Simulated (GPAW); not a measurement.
# Surface energy and work function of Pt(100) from slabs of 4 to 14 layers (RPBE)

How do energy and work function of Pt(100) films settle with thickness, and what surface energy follows?

**Method.** GPAW 26.7.0, plane waves at 450 eV with PAW setups; symmetric 1×1 slabs cut at the tabulated lattice constant (two decimals; low-temperature values for the alkali metals), atoms at bulk places, 7.5 Å of vacuum on each side, one in-plane mesh for all thicknesses, Fermi-Dirac smearing of 0.1 eV. Energies are extrapolated to zero smearing and count from the program's reference atoms. Functional RPBE. The cell's area is 7.683 Å².

The runs, one held back:

| layers | energy (eV) | work function (eV) |
| --- | --- | --- |
| 4 | −21.5899 | 5.45 |
| 5 | −27.3203 | 5.47 |
| 6 | −33.0678 | 5.47 |
| 7 | −38.8000 | 5.48 |
| 8 | −44.5535 | 5.48 |
| 9 | −50.3001 | 5.47 |
| 10 | −56.0533 | 5.47 |
| 11 | −61.8008 | 5.47 |
| 12 | −67.5504 | 5.47 |
| 14 | ? | ? |

**Question.** What surface energy do these runs give, and what energy and work function should the 14-layer slab have?

**Working.** A slab of n layers has E(n) = nε + 2Aγ once its middle is bulk-like. A line through n = 6 to 12 has the slope ε = −5.7482 eV a layer and the intercept 2Aγ = 1.4300 eV (r.m.s. residual 4.7 meV). So γ = 1.4300 / (2 × 7.683 Å²) = 0.0931 eV/Å² = 1.49 J/m², with a standard error of about 0.01 J/m² from the scatter about the line. For 14 layers: 1.4300 + 14 × (−5.7482) = −79.045 eV; the run gives −79.046 eV, 1.7 meV under the line. The work function has no such law: from 6 to 12 layers it moves between 5.47 and 5.48 eV (mean 5.47), and the 14-layer slab gives 5.48 eV. The thinnest slab, 4 layers, lies −0.02 eV from that mean. The measured value for this face is 5.70 eV (“Anisotropic work function of elemental crystals” (2019, arxiv:1902.07811)), for a face that reconstructs.

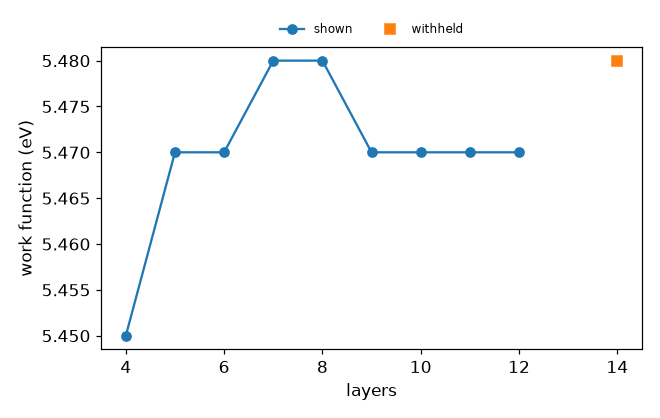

Work function against thickness.

Caveats: The surfaces are unrelaxed, so γ is an upper bound for this functional and lattice constant. The tabulated lattice constant isn't the functional's own, which strains the slab a little. Spin-orbit coupling is left out.
